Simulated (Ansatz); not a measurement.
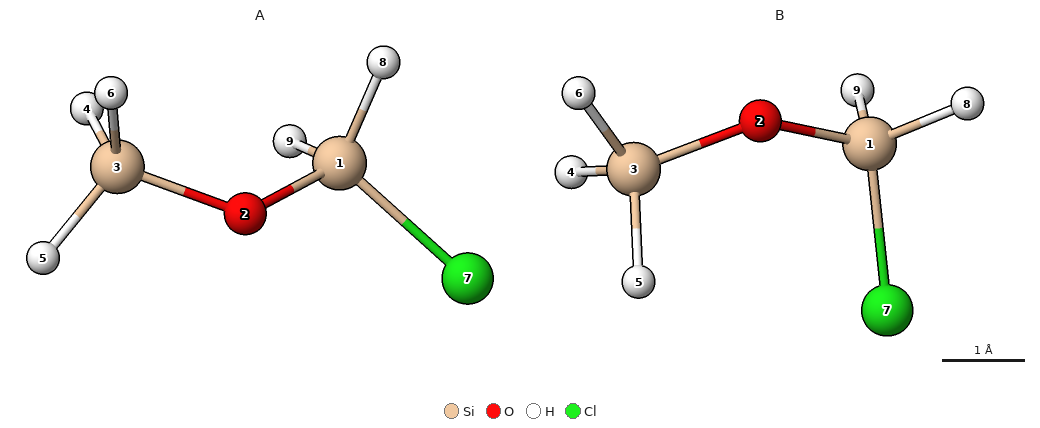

Two geometries of Si$_{2}$H$_{5}$OCl, drawn at one scale. One is the start of a relaxation, the other its converged end. A ball-and-stick model, seen at a tilt.

Theory: Ansatz, RKS PBE-D4/def2-SVP. Set-up: no spin polarisation; force threshold 0.02 eV/Å; at most 40 steps.

Question: Which geometry has the lower energy?

Answer: Structure B is the relaxed one. The run prepares the start of a later molecular dynamics calculation, from a guessed geometry. The atom that moves furthest after the best rigid fit is Cl7 (1.30 Å). Largest moves by element: Cl 1.30 Å, O 1.15 Å, H 1.04 Å, Si 0.27 Å. Some distances before and after: Si1–Cl7 2.130 → 2.083 Å, Si3–H4 1.460 → 1.506 Å, Si1–H8 1.459 → 1.495 Å, Si1–O2 1.680 → 1.660 Å. Among the angles between lasting bonds that change: Si1–O2–Si3 125.0° → 140.5°, H8–Si1–H9 109.5° → 112.2°, O2–Si3–H6 109.5° → 107.0°. Groups turn about Si1–O2 by about 125°, O2–Si3 by about 75°. After 21 accepted moves (24 points after the start) the energy has fallen by 0.244 eV. The largest force component goes from 1.4 to 0.013 eV/Å. The line search rejected the trial steps at points 7, 13, 19 of the run. The forces were under the threshold at step 12, but the run went on from there. The run took 30 s on 1 thread of AMD EPYC 9R45 96-Core Processor (Zen 5), with other jobs on the host, peak memory 0.15 GiB.
